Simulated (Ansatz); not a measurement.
# CH$_{3}$AlO$_{2}$···CH$_{4}$: what the fields show

```xyz
12

Al   -1.3209    0.5996    0.3212
C     1.7161   -0.6038    0.3222
O    -0.6693    1.1551   -1.1567
C    -1.1405   -0.2265   -1.4160
H     1.0070   -0.1756   -0.3778
O    -1.6385    1.0051    1.8893
H     2.7139   -0.2313    0.0822
H     1.7011   -1.6951    0.2550
H     1.4756   -0.3075    1.3506
H    -1.9435   -0.2587   -2.1553
H    -0.3409   -0.9196   -1.6843
H    -1.5601    1.6582    2.5697
```

Not at a stationary point (largest force 1.2 eV/Å).

All numbers below come from RKS BHLYP-D4/def2-SVP (Ansatz).

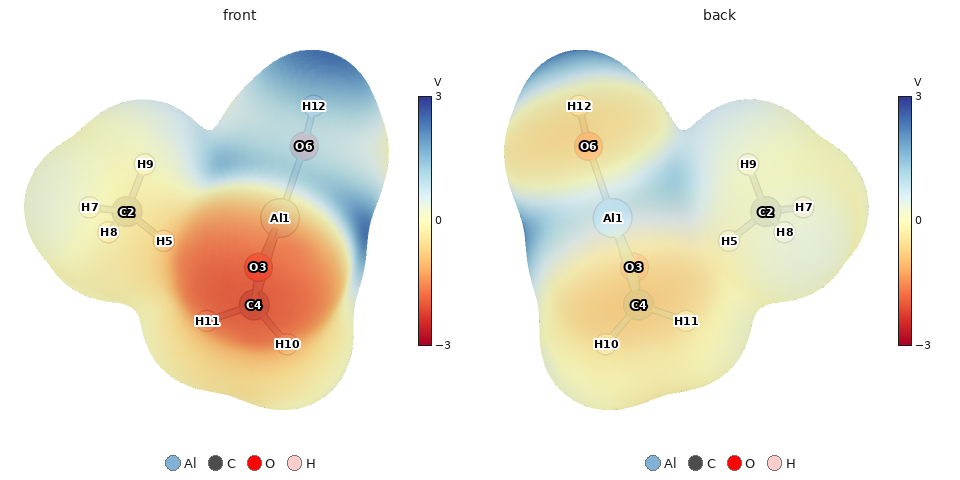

Figure 1. The molecular electrostatic potential painted on the density surface at 0.001 e/bohr³, seen from the front and from behind; the colour scale runs from red (negative) to blue (positive).

Where is the surface potential most negative and most positive?

The most negative region (about −2.1 V) lies over O3, the most positive (about +2.4 V) over Al1 and H12. O3 is the likeliest acceptor of a hydrogen bond.

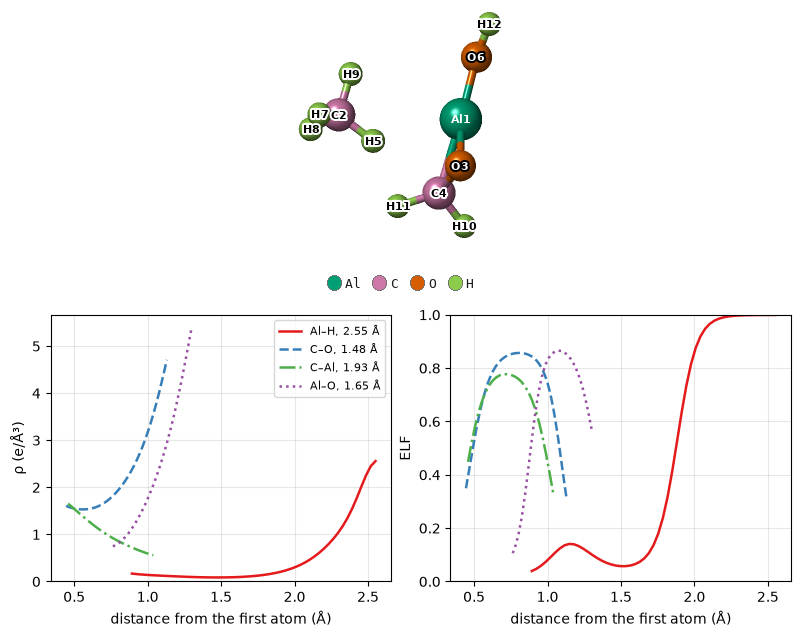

Figure 2. Electron density and ELF along straight lines between neighbouring atoms. The curves leave out the atomic cores. The structure is drawn too.

Compare the contacts.

Al1···H5 (2.55 Å): the density falls to about 0.09 e/Å³ on the way; the ELF climbs to about 1 towards the hydrogen.
C–O (1.48 Å): ρ at the midpoint is about 1.8 e/Å³, with its minimum of 1.5 e/Å³ about 0.6 Å from C; the ELF peaks at about 0.85 between the atoms: a shared but strongly polarised pair.
C–Al (1.93 Å): ρ is about 0.63 e/Å³ halfway; the ELF peaks at about 0.80 in the valence shell of C, 0.7 Å from its nucleus, and is about 0.55 at the midpoint.
Al–O (1.65 Å): ρ at the midpoint is about 0.87 e/Å³; the ELF peaks at about 0.85 in the valence shell of O, 0.6 Å from its nucleus, and is about 0.25 at the midpoint.

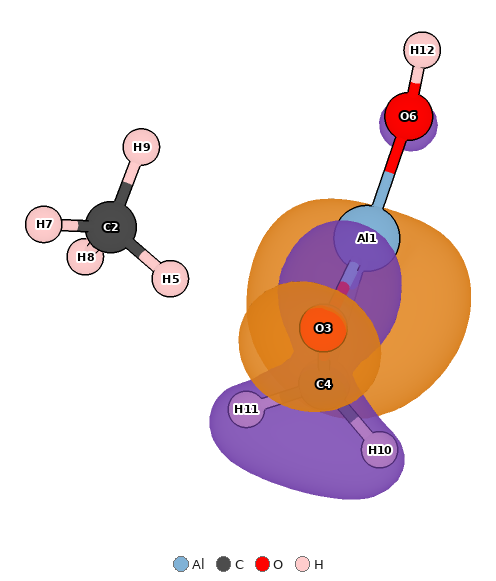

Figure 3. The HOMO at ±0.1 Å⁻³ᐟ² (orange and purple are the two phases), seen across its widest extent.

Describe this orbital and give its energy.

It lies mainly on C4 (about 35 %), O3 (about 30 %) and Al1 (about 25 %). Its energy is −7.27 eV.
